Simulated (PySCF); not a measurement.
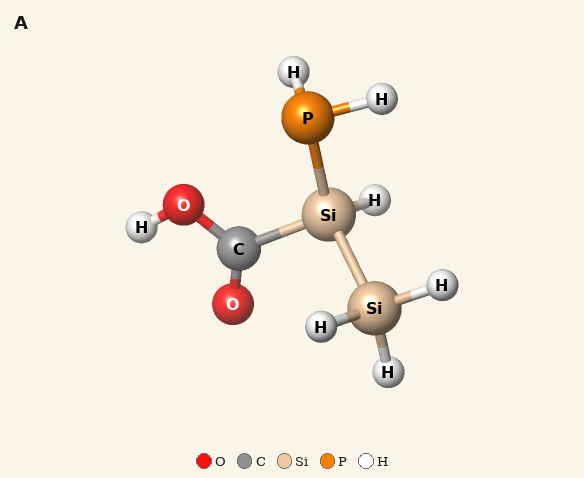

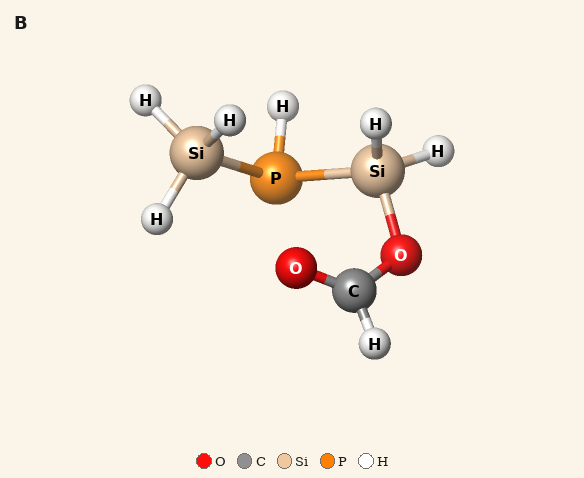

2 stationary structures of one formula. Geometries: PBE0-D3(BJ)/def2-SVP. Electronic energies: PBE0-D3(BJ)/def2-SVP (PySCF 2.14.0), without zero-point energy. No frequency run is at hand to confirm each as a minimum. Each is one conformer, not always the lowest.

How are they related?

They are constitutional isomers of CH7O2PSi2: A `O=C(O)[Si@H]([SiH3])P`, B `O=CO[SiH2]P[SiH3]`.

Which is lowest in energy, and by how much?

B is lowest; A lies 103.5 kJ/mol above it.
